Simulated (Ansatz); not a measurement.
Cost and result by functional for the adsorption energy of NH2 on the 1x1 (110) surface of zinc-blende InP (cut with top plane In + P), one in a 2x1 cell, started at the site 'hollow In-In-P-P', in Ansatz (plane waves, PAW). Single points on the PBE structure, on one kind of machine; costs are rough ratios of the slab run's core time (references not counted) to the cheapest single point. r2SCAN's cost holds its higher cutoff (500 against 420 eV). Differences are taken against r2SCAN for comparison alone: no measured value is at hand, so the table doesn't rank accuracy. The points keep PBE's geometry, so the relaxation of a polaron and the settling of charge on one site are left out.

Host crystal: zinc-blende InP, with a band gap (PBE, scalar-relativistic without spin-orbit coupling).

Model: 23-atom slab, 8.9 Å thick at the start under the adsorbate (thin: gaps and levels are the slab's own), 3x4x1 mesh, Fermi-Dirac 0.01 eV, dipole correction, 8 atoms held, the rest relaxed; held to the start's symmetry, so lower structures may exist; spin-polarised, ending with about 0.7 μB a cell, a value that depends on the mesh; orders that need a larger cell were not tried, no spin-orbit, no U, no dispersion correction. The slab shows no gap over 0.04 eV on its mesh. At the end it is bonded to P. In PBE this state lies 0.03 eV over the lowest of the starts that converged ('hollow P'). These notes are the PBE run's. r2SCAN: The program's check for a lower electronic state was not made. Adsorption energies are against NH3(g) − ½ H2(g). A negative adsorption energy means that the adsorbate is more stable on the surface than in its reference.

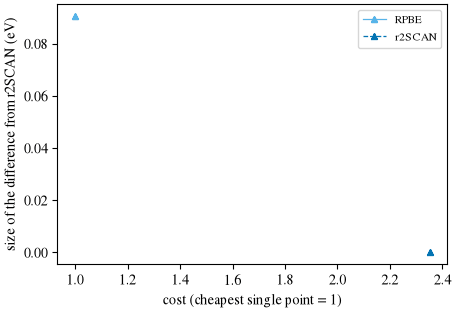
Figure: Difference from r2SCAN against cost

| functional | relative cost | adsorption energy (eV) | less r2SCAN (eV) |
|---|---|---|---|
| RPBE | 1 | 1.21 | 0.09 |
| r2SCAN | 2 | 1.12 | 0.00 |
| PBE (the relaxed run's value) | – | 1.07 | -0.05 |

The values span 0.14 eV, while the single points' costs differ by a factor of roughly 2. Differences are of unrounded values.

Ansatz is a first-principles code.
